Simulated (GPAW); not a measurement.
# Polarising TaSi2N4 monolayer with a field along the normal

The dipole of the cell at several fields, atoms fixed. What does the strongest field give, and what length does the slope stand for?

Set-up. GPAW 26.7.0, plane waves (500 eV), PAW setups, PBE, 12×12 mesh, a dipole layer in the vacuum; geometry relaxed without an applied field with GPAW. The cell's area is 7.48 Å², and e/ε0 = 180.95 V Å.

The runs, one held back:

```
field (V/Å)  dipole (e Å)
       −0.2       −0.0663
       −0.1       −0.0331
      −0.05       −0.0166
       0.05        0.0166
        0.1        0.0331
        0.2        0.0663
        0.3             ?
```

To predict: What is the dipole at 0.3 V/Å?

A: A line through the 6 points has the slope α = 0.331 e Å per V/Å and the intercept p₀ = 0.0000 e Å (r.m.s. residual 3.1e−05). At 0.3 V/Å it gives p = 0.0000 + 0.331 × 0.3 = 0.0994 e Å; the run gives 0.0994 e Å, so the response stays linear to 0.0 % of the induced part. Dividing by ε0 and the area: α/(ε0 A) = 0.331 × 180.95 / 7.48 = 8.01 Å, against 7.10 Å between the outer nuclei.

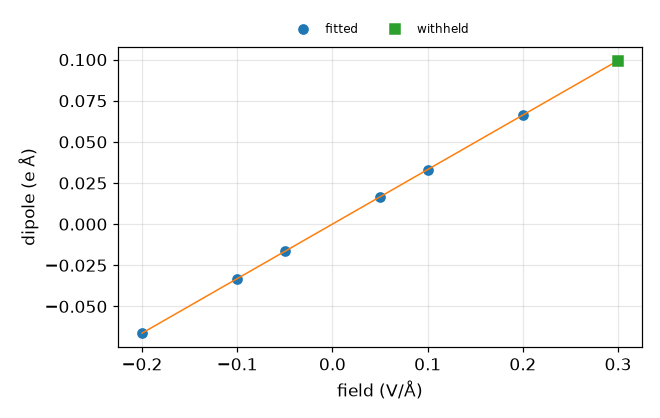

The line and the withheld run.

Caveats: This is the electronic response alone; ions that move would add to it in polar layers. Spin-polarised runs started from parallel moments; another order may lie lower. Spin-orbit coupling is left out, which matters for the heavier atoms here.

[Logs are printed without paths, hosts, clocks, repeated set-up lines and the standing remarks that a program may print on its own settings, such as how far it seeks lower states.]
